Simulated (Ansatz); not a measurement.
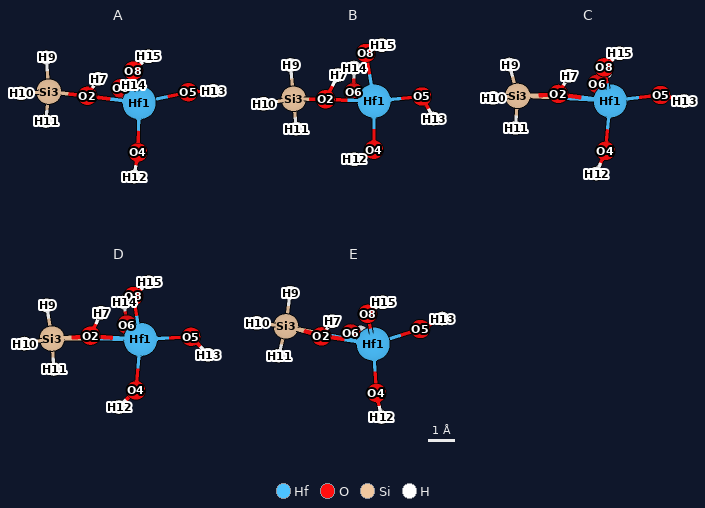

5 geometries from one constrained relaxation of HfSiH₈O₅, in shuffled order. The picture is a ball-and-stick view, seen from a free direction.

The reaction that was planned forms Hf1–O8, O2–H7 and breaks Hf1–O2, H7–O8 (atoms numbered from 1 in input order).

The calculation used Ansatz, RKS PBE0-D4/def2-SVP. Set-up: held fixed: the distance between atoms 1 (Hf) and 8 (O), the distance between atoms 2 (O) and 7 (H), the distance between atoms 1 (Hf) and 2 (O), the distance between atoms 7 (H) and 8 (O), counting from 1; force threshold 0.04 eV/Å; at most 150 steps.

> Order the frames from highest to lowest energy.

B, D, C, A, E. They are steps 0, 3, 7, 13, 23, at +180.1 kJ/mol, +31.1 kJ/mol, +7.92 kJ/mol, +2.74 kJ/mol relative to the last. Over 21 accepted moves (23 points after the start) the energy falls by 180.1 kJ/mol. The largest force component goes from 3.1 to 0.037 eV/Å. The line search rejected the trial steps at points 9, 18 of the run. The atom that moves furthest after the best rigid fit is H13 (1.74 Å). By element the largest moves are H 1.74 Å, O 1.30 Å, Si 0.57 Å, Hf 0.15 Å. Among the contacts that change: Hf1–Si3 3.105 → 3.452 Å, Hf1–H7 1.975 → 2.239 Å, Hf1–O6 1.890 → 1.999 Å, Hf1–O5 1.879 → 1.948 Å. Bond angles that change, for instance: Hf1–O5–H13 110.9° → 172.0°, Hf1–O4–H12 111.6° → 170.2°, O4–Hf1–O8 157.6° → 114.3°. Groups turn about Hf1–O6 by about 95°.
